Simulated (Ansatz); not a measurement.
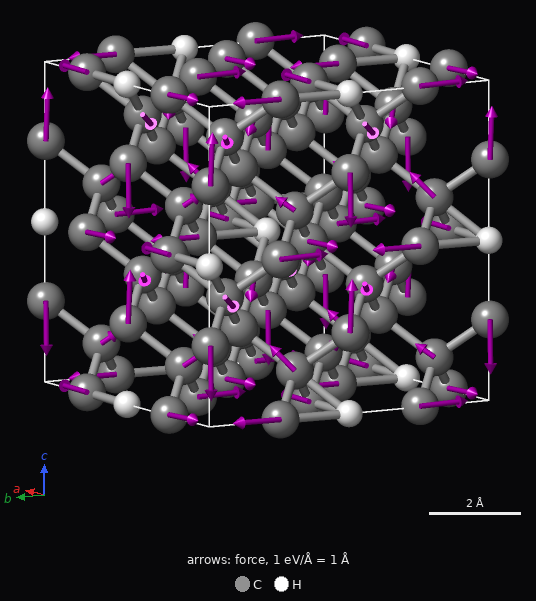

Starting geometry of a defect cell of composition HC16 (cell charge +1) with the computed forces as purple arrows. A ball-and-stick model of the conventional cell (4 times the calculation's cell) (origin shifted), seen from a free direction. Lengths and directions refer to the drawn axes.

It is an interstitial H in diamond C. The run prepares an end point of a later path (interstitial hop) calculation, from a guessed geometry.

Level of theory: DFT PBE, scalar-relativistic, plane waves, PAW in Ansatz. Set-up: plane-wave cutoff 420 eV; k-point mesh 3 × 3 × 3; occupations gaussian; smearing width 0.02 eV; no spin polarisation; atoms relaxed in a fixed cell; force threshold 0.03 eV/Å; at most 60 steps.

Q: Is this structure relaxed? If not, where do the atoms go?

A: It isn't relaxed: the largest force vector, on C atoms, is 1.23 eV/Å. The final displacements have little in common with the starting forces (cosine between the two patterns 0.13). The largest move is that of the H atom, 0.85 Å along [2 1 0]. By element the largest moves are H 0.85 Å, C 0.15 Å. The cell stays as it was. Some distances before and after: C–H 1.766 → 1.183 Å, C–H 1.536 → 1.938 Å, C–H 1.535 → 1.182 Å, C–C 1.546 → 1.797 Å. Bond angles that change, for instance: C–C–C 109.5° → 102.4°, C–C–C 109.5° → 103.6°, C–C–C 109.5° → 115.2°. After 10 geometry steps the energy has fallen by 0.938 eV per cell of the calculation. Largest force component: 1.2 eV/Å at the start, 0.0095 eV/Å at the end. The run took 71 s on 1 thread of Arm Neoverse V2, with other jobs on the host, peak memory 0.34 GiB.

Limits of the set-up: the periodic images lie only 5.0 Å apart, so the values are limited by the cell's size; the cell is charged, on a uniform background, and energies carry no finite-size correction.
